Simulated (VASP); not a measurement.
Band structure of ZrB2 (AlB2 type). Calculation: vdW-DF-cx, VASP's PBE PAW potentials (set 64) (plane waves; VASP).

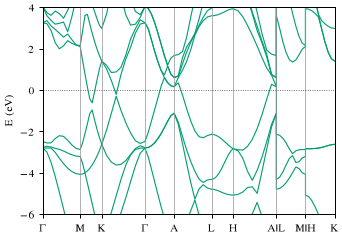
Figure: Bands along high-symmetry lines, zero at the valence-band maximum or, without a gap, the Fermi level

Problem. Read the plot: is there a gap, and where are the band edges?

Solution. It has no gap at this level: it comes out as a metal or semimetal. (Edges off the drawn lines would not show.)

The compound is ZrB2 in the AlB2 type structure. It was relaxed first.
